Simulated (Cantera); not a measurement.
Input: 1 mol SiH₄, a varied amount of N₂, 2.4 mol H₂, at 1825 K and 39.0 Torr.

Equilibrium computed with Cantera from the NASA thermochemical tables; the gas is ideal and each condensed phase is pure. Candidate condensed phases: Si, Si₃N₄; 18 gas species. Mutual solubility and eutectic melting of coexisting phases are not modelled. Gases not in the tables: Si₂H₆ and higher silanes. Rates play no part.

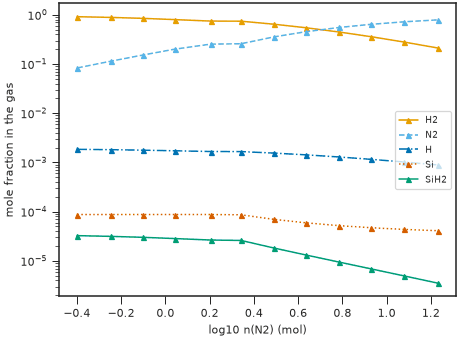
Equilibrium gas composition (values under 1e-9 drawn at 1e-9)

Problem. Read off the mole fractions at 1.6 mol N₂.

Solution. H₂ about 0.75, N₂ about 0.25, H about 0.0017, Si about 8.7e-5, SiH₂ about 2.7e-5.
